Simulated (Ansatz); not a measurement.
# B3H3F2: geometry optimisation

The task: find the minimum of B3H3F2 nearest to the start.

Program: Ansatz 0.2.0. Level of theory: RKS PBE0-D4/def2-TZVP. These are calculated values, not measurements.

## Step 1: The system as given

SMILES `BB(F)BF`, 8 atoms, charge 0, spin multiplicity 1.

Atoms are counted from 1 here; the program's logs count them from 0.

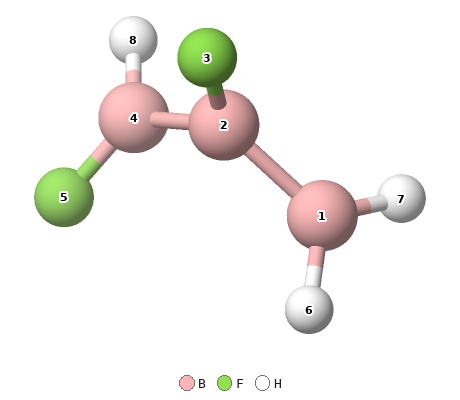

As it starts; boron pink, fluorine green, hydrogen white; atoms are numbered from 1 in the order of the file.

Coordinates:

```mol
B3F2H3
  3D, bonds by distance, orders not assigned

  8  7  0  0  0  0  0  0  0  0999 V2000
   -0.1632    1.3268    0.5597 B   0  0
    0.6521   -0.1128    0.3685 B   0  0
    1.8000   -0.5212    0.9429 F   0  0
   -0.1558   -1.2231   -0.7031 B   0  0
   -0.2255   -1.0091   -2.0183 F   0  0
    0.0527    2.2575   -0.2008 H   0  0
   -1.1379    1.4499    1.2832 H   0  0
   -0.7302   -2.2251   -0.2878 H   0  0
  1  2  8  0
  1  6  8  0
  1  7  8  0
  2  3  8  0
  2  4  8  0
  4  5  8  0
  4  8  8  0
M  END
```

## Step 2: Relaxation

The input, input.yaml:

```yaml
crystal:
  periodic: [false, false, false]
  atoms:
    - { symbol: B, position_ang: [-0.163245, 1.326803, 0.559652] }
    - { symbol: B, position_ang: [0.652085, -0.112777, 0.368524] }
    - { symbol: F, position_ang: [1.800041, -0.521236, 0.942902] }
    - { symbol: B, position_ang: [-0.155849, -1.223052, -0.703053] }
    - { symbol: F, position_ang: [-0.225511, -1.009108, -2.018279] }
    - { symbol: H, position_ang: [0.052681, 2.257463, -0.200833] }
    - { symbol: H, position_ang: [-1.137899, 1.44993, 1.283154] }
    - { symbol: H, position_ang: [-0.730204, -2.225123, -0.287767] }
basis:
  gaussian: { orbitals: def2-TZVP }
hamiltonian:
  xc: pbe0
  dispersion: d4
output:
  forces: true
relax:
  f_tol: 0.003
  max_steps: 120
```

On the command line:

```console
$ ansatz run input.yaml --threads 1 --pin off --max-ram 2560MiB --backend cpu --events-out ev --progress --plain --runs-dir out
```

Before running it: what results should come out? Wanted: energy gained; root mean square move; dipole moment.

**Answer**, as computed:

| quantity | value |
| --- | --- |
| energy gained | 0.0411 eV |
| root mean square move | 0.131 Å |
| dipole moment | 0.87 D |

Bond lengths: B1–B2 1.673 Å, B1–H6 1.199 Å, B1–H7 1.199 Å, B2–F3 1.340 Å, B2–B4 1.727 Å, B4–F5 1.325 Å, B4–H8 1.206 Å. Angles: B2–B1–H6 121.2°, B2–B1–H7 122.2°, H6–B1–H7 116.3°, B1–B2–F3 122.3°, B1–B2–B4 120.8°, F3–B2–B4 116.9°, B2–B4–F5 120.4°, B2–B4–H8 123.6°, F5–B4–H8 115.9°. No frequencies were computed here.
